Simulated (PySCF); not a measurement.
# SnH₂⁺: relaxation and vibrations of the doublet

Where does doublet SnH₂⁺ go from a linear start, is the end point a minimum, and what are its modes, charges and moments?

Computed with PySCF 2.14.0. Level: PBE0, basis Sn def2-TZVP with ECP28, H def2-TZVP, scalar-relativistic core potentials, no spin–orbit coupling, density fitting.

## (1) The system as given

3 atoms, charge 1, spin multiplicity 2.

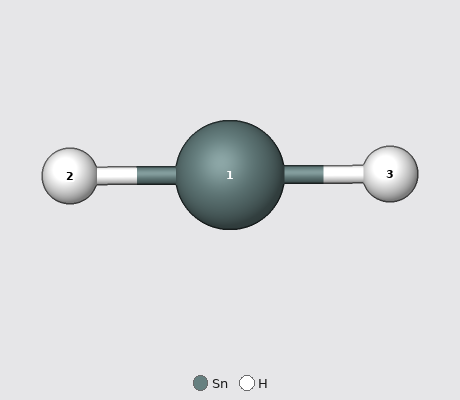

The starting geometry (tin teal, hydrogen white); atoms are numbered from 1 in the order of the file.

Z-matrix (Å, degrees; charge 1 multiplicity 2):
```
Sn
H  1 1.6856
H  1 1.6856 2 180.00
```

## (2) First SCF at the start

One driver script runs all steps and calls PySCF; scf.py shows how it sets up the SCF of each step. The optimiser is the driver's own. After this first run the driver tries any further starts and a stability analysis.

Input file scf.py:

```python
from pyscf import gto, scf, dft
mol = gto.M(atom='''
Sn     0.000000     0.000000     0.000000
H      0.000000     0.000000     1.685600
H      0.000000     0.000000    -1.685600''',
    basis={'Sn': 'def2-TZVP', 'H': 'def2-TZVP'},
    ecp={'Sn': 'def2-TZVP'},
    charge=1, spin=1)
mf = dft.UKS(mol, xc='PBE0')
mf.grids.atom_grid = (50, 194)
aux = {'Sn': 'def2-universal-JKFIT', 'H': 'def2-universal-JKFIT'}
mf = mf.density_fit(auxbasis=aux)
mf.conv_tol = 1e-08
mf.diis_space = 10
mf.max_cycle = 60
mf.init_guess = 'minao'
mf.verbose = 4
mf.kernel()
```

Started as:

```console
$ OMP_NUM_THREADS=2 python axn.py task.json out
```

Output:

```text
init E= -178.490176406939
[... the frontier-level lines of each cycle are left out ...]
cycle= 1 E= -214.343188674531  delta_E= -35.9  |g|= 1.53  |ddm|= 21.6
cycle= 2 E= -214.359849763968  delta_E= -0.0167  |g|= 1.72  |ddm|= 4.33
cycle= 3 E= -215.109067101413  delta_E= -0.749  |g|= 0.0381  |ddm|= 1.52
cycle= 4 E= -215.10955871786  delta_E= -0.000492  |g|= 0.00188  |ddm|= 0.0402
cycle= 5 E= -215.109563797893  delta_E= -5.08e-06  |g|= 0.000588  |ddm|= 0.00649
cycle= 6 E= -215.109564458961  delta_E= -6.61e-07  |g|= 0.000197  |ddm|= 0.00221
cycle= 7 E= -215.10956453481  delta_E= -7.58e-08  |g|= 4.99e-05  |ddm|= 0.000944
cycle= 8 E= -215.109564537815  delta_E= -3e-09  |g|= 4.51e-06  |ddm|= 0.000209
Extra cycle  E= -215.109564537831  delta_E= -1.52e-11  |g|= 3.16e-06  |ddm|= 1.36e-05
converged SCF energy = -215.109564537831  <S^2> = 0.75582988  2S+1 = 2.0058214
```

This step, with its further starts and checks, needed 2.1 s of wall time on 2 threads of Intel Xeon Platinum 8259CL at 2.50GHz (Skylake/Cascade Lake), shared host.

The test of internal stability found no lower solution of this spin.

## (3) Relaxing the doublet from the linear start

The program finds D∞h symmetry in the start, which this walk keeps.

scf.py: that of step 2 with these lines changed.

```diff
@@ -16 +15,0 @@
-mf.init_guess = 'minao'
```

The optimiser's trace:

```tsv
step	energy (Eh)	change (kJ/mol)	largest symmetric gradient (Eh/bohr)
0	-215.109565	0.00	0.00827
1	-215.109976	-1.08	0.00327
2	-215.110046	-1.27	0.00024
3	-215.110047	-1.27	0.00001
```

The walk took 4.8 s.

End point (D∞h, 3 steps, 1.3 kJ/mol gained): Sn–H 1.655 Å (×2); H–Sn–H 180.0°.

## (4) Hessian and properties

The point is checked on the finer grid, and tightened if its gradient asks for it. The Hessian and the dipole derivatives come from central differences of analytic gradients, with steps of 0.02 bohr.

scf.py: that of step 3 with these lines changed.

```diff
@@ -4,2 +4,2 @@
-H      0.000000     0.000000     1.685600
-H      0.000000     0.000000    -1.685600''',
+H      0.000000     0.000000     1.655462
+H     -0.000000    -0.000000    -1.655462''',
@@ -10 +10 @@
-mf.grids.atom_grid = (50, 194)
+mf.grids.atom_grid = (75, 302)
@@ -13 +13 @@
-mf.conv_tol = 1e-08
+mf.conv_tol = 1e-10
```

This SCF starts from the last density.

Log of the central SCF (cycles and frontier levels):

```text
init E= -215.110049355748
[... the frontier-level lines of each cycle are left out ...]
cycle= 1 E= -215.110049355748  delta_E= 4.26e-13  |g|= 5.68e-08  |ddm|= 4.03e-07
Extra cycle  E= -215.110049355748  delta_E= -3.13e-13  |g|= 5.3e-08  |ddm|= 3.92e-07
converged SCF energy = -215.110049355748  <S^2> = 0.75556245  2S+1 = 2.0055547
```

The whole step took 62 s.

Geometry: D∞h; Sn–H 1.655 Å (×2); H–Sn–H 180.0°.

Harmonic modes (main isotopes):

```tsv
ω (cm⁻¹)	IR (km/mol)	μ (u)	type
1304i	702	1.02	bend
1297i	690	1.02	bend
2019	0.0	1.01	stretch
2139	67.7	1.02	stretch
```

With 2 modes imaginary (up to 1304i cm⁻¹) this point is a saddle.

Here the density breaks the symmetry of the frame, and no labels are given; pairs that should be degenerate can split.

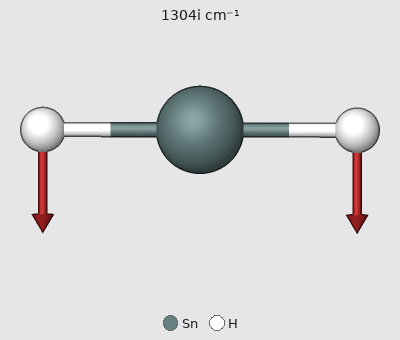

The imaginary mode, as arrows.

Properties at this point:

- Dipole moment about the centre of mass: 0.00 D
- Highest occupied level: -11.68 eV
- Lowest empty level: -9.63 eV
- Rotational constants: 3.052 cm⁻¹
- Zero-point energy (real modes): 24.9 kJ/mol
- Principal polarisabilities: 23.5, 37.4, 38.0 bohr³
- Principal traceless quadrupole moments about the centre of mass: -5.41, 2.20, 3.22 D Å
- Spin squared ⟨S²⟩: 0.756

Charges (e) and bond orders:

```csv
atom,Mulliken,Löwdin,polar tensor,spin (Mulliken),Mayer order to Sn1
Sn1,0.58,0.87,0.07,1.08,–
"H2,3",0.21,0.07,0.47,-0.04,0.86
```

Outer orbital energies (eV). α occupied: -36.55, -36.41, -36.33, -36.21, -36.04, -21.22, -17.41, -11.68; empty: -9.63, -8.57, -2.43, -1.99. β occupied: -102.39, -36.51, -36.30, -36.24, -36.04, -35.87, -20.50, -17.39; empty: -9.18, -8.36, -8.26, -2.25.

Mulliken populations on Sn1 (outside its core potential): s 3.53, p 7.86, d 10.01, f 0.02.

## (5) Leaving the saddle point

The start is the last point, displaced along its most imaginary mode.

The program finds C2v symmetry in the start, which this walk keeps. The walk stops when the largest gradient is under 0.0003 Eh/bohr and the energy has settled too.

scf.py: that of step 4 with these lines changed.

```diff
@@ -3,3 +3,3 @@
-Sn     0.000000     0.000000     0.000000
-H      0.000000     0.000000     1.655462
-H     -0.000000    -0.000000    -1.655462''',
+Sn     0.001413    -0.001440    -0.000000
+H     -0.084029     0.085669     1.655462
+H     -0.084029     0.085669    -1.655462''',
@@ -10 +10 @@
-mf.grids.atom_grid = (75, 302)
+mf.grids.atom_grid = (50, 194)
@@ -13 +13 @@
-mf.conv_tol = 1e-10
+mf.conv_tol = 1e-08
```

The optimiser's trace:

```tsv
step	energy (Eh)	change (kJ/mol)	largest symmetric gradient (Eh/bohr)
0	-215.113171	0.00	0.01796
1	-215.125743	-33.01	0.02416
2	-215.138533	-66.59	0.01096
3	-215.142032	-75.77	0.01309
4	-215.143129	-78.65	0.00890
5	-215.144183	-81.42	0.00189
6	-215.144232	-81.55	0.00011
7	-215.144233	-81.55	0.00000
```

The walk took 11 s.

Geometry (Å) and forces (eV/Å) at some steps:

```
step 0
Sn   0.001  -0.001   0.000   0.907  -0.922   0.000
H   -0.084   0.086   1.655  -0.454   0.461   0.071
H   -0.084   0.086  -1.655  -0.454   0.461  -0.071
step 1
Sn   0.098  -0.100   0.000   1.219  -1.242   0.000
H   -0.132   0.135   1.644  -0.609   0.621   0.149
H   -0.132   0.135  -1.644  -0.609   0.621  -0.149
step 4
Sn   0.321  -0.327   0.000  -0.101   0.103   0.000
H   -0.244   0.249   1.569   0.051  -0.051  -0.458
H   -0.244   0.249  -1.569   0.051  -0.051   0.458
step 7
Sn   0.346  -0.353   0.000   0.000   0.000   0.000
H   -0.257   0.262   1.495   0.000   0.000   0.000
H   -0.257   0.262  -1.495   0.000   0.000   0.000
```

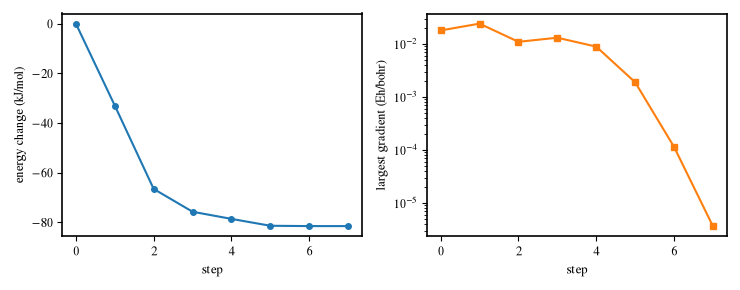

Energy and largest gradient along the walk.

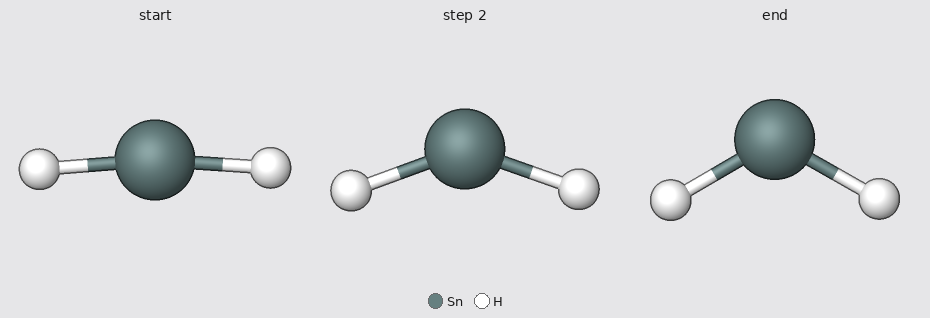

The geometry along the walk, at one scale.

After 7 steps and 81.6 kJ/mol it ends at C2v: Sn–H 1.725 Å (×2); H–Sn–H 120.1°.

## (6) Vibrations and properties at this point

The same treatment as at the point before.

scf.py: that of step 5 with these lines changed.

```diff
@@ -3,3 +3,3 @@
-Sn     0.001413    -0.001440    -0.000000
-H     -0.084029     0.085669     1.655462
-H     -0.084029     0.085669    -1.655462''',
+Sn     0.009968    -0.010163     0.000000
+H     -0.592962     0.604530     1.494874
+H     -0.592962     0.604530    -1.494874''',
@@ -10 +10 @@
-mf.grids.atom_grid = (50, 194)
+mf.grids.atom_grid = (75, 302)
@@ -13 +13 @@
-mf.conv_tol = 1e-08
+mf.conv_tol = 1e-10
```

Log of the central SCF (cycles and frontier levels):

```text
init E= -215.144235329198
[... the frontier-level lines of each cycle are left out ...]
cycle= 1 E= -215.144235329197  delta_E= 9.38e-13  |g|= 3.81e-07  |ddm|= 1.45e-06
Extra cycle  E= -215.144235329199  delta_E= -1.31e-12  |g|= 3.47e-07  |ddm|= 8.68e-07
converged SCF energy = -215.144235329199  <S^2> = 0.75400208  2S+1 = 2.0039981
```

The whole step needed 17 s of wall time on 2 threads of Intel Xeon Platinum 8259CL at 2.50GHz (Skylake/Cascade Lake), shared host.

Geometry: C2v; Sn–H 1.725 Å (×2); H–Sn–H 120.1°.

Harmonic modes (main isotopes):

```csv
symmetry,ω (cm⁻¹),IR (km/mol)
a1,679,28.1
a1,1788,2.0
b2,1875,9.5
```

No imaginary mode, so this is a minimum.

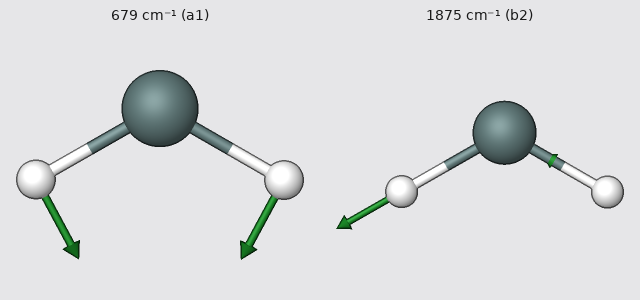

How the atoms move in 2 of the modes.

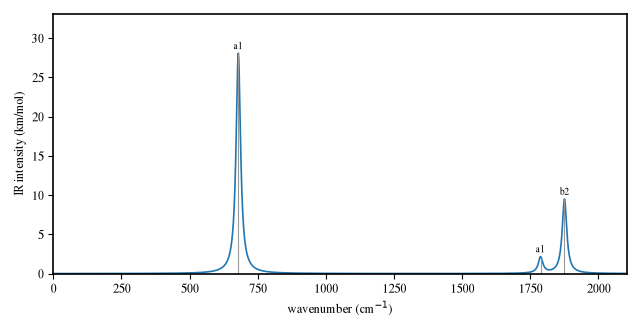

The harmonic infrared spectrum (widths in cm⁻¹). Lines are broadened to a width of 20 cm⁻¹ (Lorentzian).

Properties at this point:

* Dipole moment about the centre of mass: 0.24 D
* Highest occupied level: -13.55 eV
* Lowest empty level: -10.33 eV
* Rotational constants: 11.47, 3.743, 2.822 cm⁻¹
* Zero-point energy: 26.0 kJ/mol
* Principal polarisabilities: 24.5, 27.6, 38.3 bohr³
* Principal traceless quadrupole moments about the centre of mass: -1.51, -0.88, 2.39 D Å
* Entropy at 298.15 K and 1 bar (electronic part: spin only): 234.0 J/(mol K)
* Heat capacity Cp at 298.15 K: 37.1 J/(mol K)
* Enthalpy at 298.15 K above 0 K: 10.24 kJ/mol
* Rotational symmetry number: 2
* Spin squared ⟨S²⟩: 0.754

Populations by atom (charges in e):

```json
{"atom": "Sn1", "Mulliken": "0.75", "Löwdin": "0.95", "polar tensor": "1.08", "spin (Mulliken)": "0.67", "Mayer order to Sn1": "–"}
{"atom": "H2,3", "Mulliken": "0.12", "Löwdin": "0.02", "polar tensor": "-0.04", "spin (Mulliken)": "0.16", "Mayer order to Sn1": "0.89"}
```

Mulliken populations on Sn1 (outside its core potential): s 3.68, p 7.49, d 10.06, f 0.01.

## (7) All stationary points

| spin | group | bonds | imaginary modes (cm⁻¹) | ΔE (kJ/mol) | with zero-point energy |
| --- | --- | --- | --- | --- | --- |
| doublet | C2v | Sn–H 1.725 Å (×2) | none | 0.0 | 0.0 |
| doublet | D∞h (density of lower symmetry) | Sn–H 1.655 Å (×2) | 1304i, 1297i | 89.8 | – |

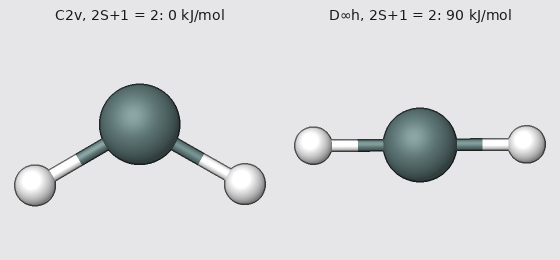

The points, lowest first (tin teal, hydrogen white).

## (8) Results

| quantity | value |
| --- | --- |
| minimum | doublet, C2v |
| geometry | Sn–H 1.725 Å (×2); H–Sn–H 120.1° |
| wavenumbers (cm⁻¹) | 679 (a1), 1788 (a1), 1875 (b2) |
| dipole moment (centre of mass) | 0.24 D |
| highest occupied, lowest empty level (either spin) | -13.55, -10.33 eV |
| polar-tensor charge of Sn1 | +1.08 e |
| zero-point energy | 26.0 kJ/mol |
| entropy at 298.15 K | 234.0 J/(mol K) |
| ⟨S²⟩ | 0.754 |

**Reading.** From D∞h at the start the molecule goes to a C2v minimum, after a stop at a second-order saddle point 89.8 kJ/mol higher, from which it was pushed off along an imaginary mode. In the infrared the band at 679 cm⁻¹ (a1, bend) leads. Most of the spin sits on Sn1 (Mulliken spin 0.67, against 1 for the whole molecule). Other starts or spin states, not run here, may lie lower. With an element this heavy the missing spin–orbit coupling can shift these numbers.

The search up to here took 98 s.
